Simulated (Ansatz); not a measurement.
Input file:

```
crystal:
  periodic: [false, false, false]
  atoms:
    - {symbol: Si, position_ang: [-0.922897, 0.473997, 0.232722]}
    - {symbol: H, position_ang: [2.426052, -1.795994, -0.549067]}
    - {symbol: H, position_ang: [-0.415696, -0.563407, 1.150210]}
    - {symbol: H, position_ang: [-2.154811, 0.084406, -0.478968]}
    - {symbol: Cl, position_ang: [-1.283807, 2.173259, 1.293381]}
    - {symbol: H, position_ang: [2.148816, -1.149031, -0.798005]}
    - {symbol: F, position_ang: [0.202244, 0.776670, -0.850074]}
basis:
  gaussian: {orbitals: def2-TZVPP}
hamiltonian: {xc: pbe0, dispersion: d4}
output: {orbitals: {seedname: orbitals}}
```

Run with:

```sh
ansatz run in.yaml --threads 2 --pin off --events-out ev --progress --plain --max-ram 4352MiB
```

The product side of a reaction path; geometry: PBE0-D4/def2-TZVP.

Level of theory: RKS PBE0-D4/def2-TZVPP in Ansatz.

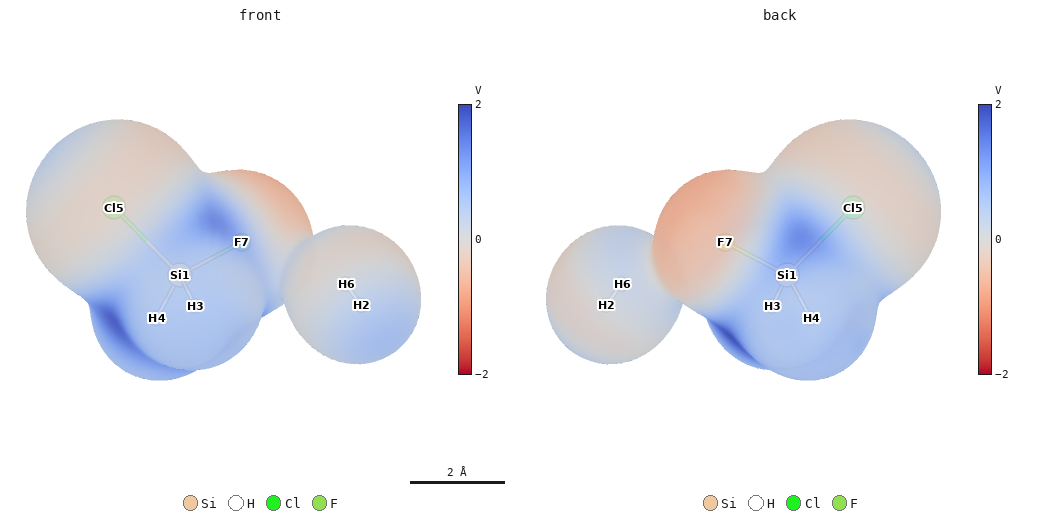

ClFH$_{2}$Si···H$_{2}$. The molecular electrostatic potential painted on the density surface at 0.002 e/bohr³, seen from the front and from behind; red is negative and blue positive.

Q: Which sites attract a positive test charge, and which a negative one?

A: A positive charge is drawn to the negative regions and a negative charge to the positive ones. The most negative region (about −0.7 V) lies over F7, the most positive (about +1.8 V) over Si1. Cl5 shows a σ-hole: about +0.3 V at the tip opposite its bond, against about −0.1 V on its flanks.
